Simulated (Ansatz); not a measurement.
**Effect of P → Ru on P**

The reference is P in the black-P type structure (space group Cmce, No. 64; a = 3.302 Å, b = 10.691 Å, c = 4.467 Å; layered, stacked along the Cartesian y axis).

The change: Ru takes the place of P on all its sites; the structure is relaxed again.

All numbers come from Ansatz (a first-principles code) r2SCAN+rVV10, no spin-orbit coupling. k-mesh 24×24×24 (Γ-centred); smearing 0.05 eV (Fermi–Dirac), for the changed cell.

| quantity | base | changed | shift |
|---|---|---|---|
| volume per atom | 19.71 Å³ | 14.99 Å³ | -4.72 Å³ |
| density | 2.61 g/cm³ | 11.20 g/cm³ | +8.59 g/cm³ |
| space group | Cmce (No. 64) | I4/mmm (No. 139) | – |
| shortest interatomic distance | 2.213 Å | 2.424 Å | +0.211 Å |
| band gap | zero | zero | – |

Final structure:

```
Ru
1.0
   -1.35890     1.35890     4.05881
    1.35890    -1.35890     4.05881
    1.35890     1.35890    -4.05881
Ru
2
Direct
  0.85069   0.85069   0.00000
  0.14931   0.14931   0.00000
```

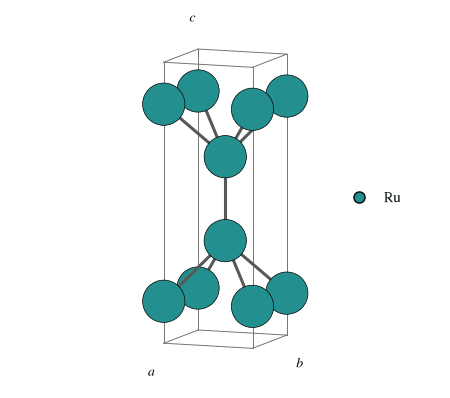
The relaxed conventional cell after the change

Cost of the whole job for the changed cell (relaxation, final SCF and bands): around 30 core-minutes (rough).

Stability against distortions was not tested. As relaxed here, Ru is a hypothetical phase, not in the database extracts checked. The final runs are not spin-polarised. Gaps under 0.05 eV, about the width of the smearing, are given as zero. A zero or small gap of P can be the functional's error rather than a property of the material.
